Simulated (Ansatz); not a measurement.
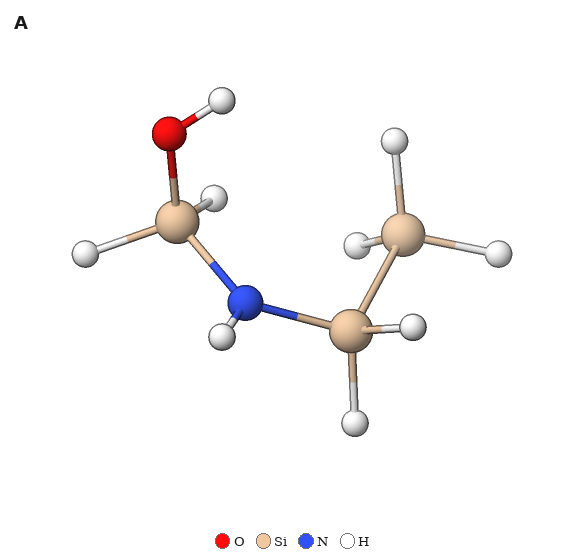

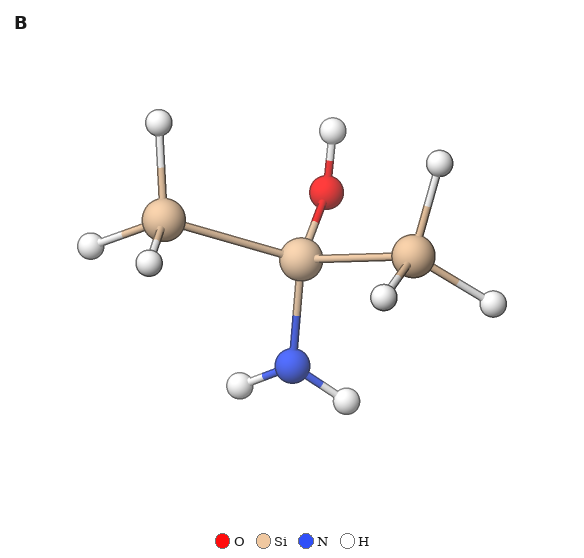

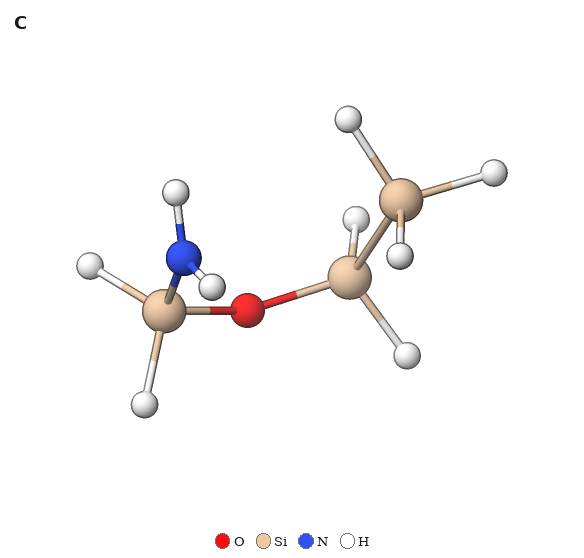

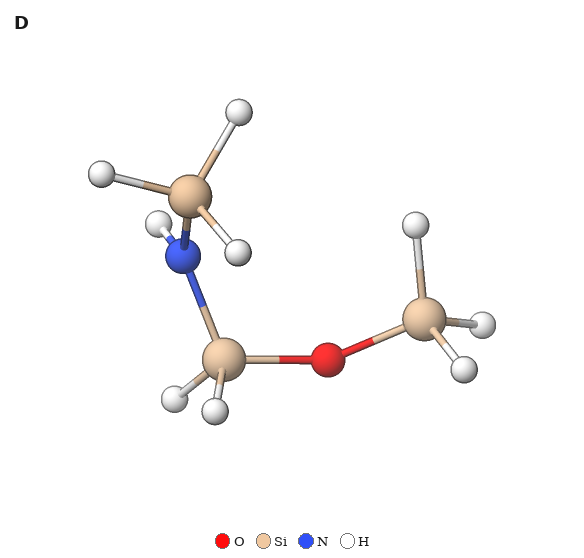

4 stationary structures of one formula. Geometries: PBE0-D4/def2-TZVP. Electronic energies: CCSD(T)/CBS (MP2 limit from def2-TZVPP and def2-QZVPP plus CCSD(T) − MP2) (Ansatz 0.2.0), without zero-point energy. No frequency run is at hand to confirm each as a minimum. Each is one conformer, not always the lowest.

> Are they conformers, stereoisomers or constitutional isomers?

They are constitutional isomers of H9NOSi3: A `O[SiH2]N[SiH2][SiH3]`, B `N[Si](O)([SiH3])[SiH3]`, C `N[SiH2]O[SiH2][SiH3]`, D `[SiH3]N[SiH2]O[SiH3]`.

> Rank them by energy, lowest first.

D is lowest; C lies 0.597 eV above it, A lies 1.102 eV above it, B lies 1.805 eV above it.
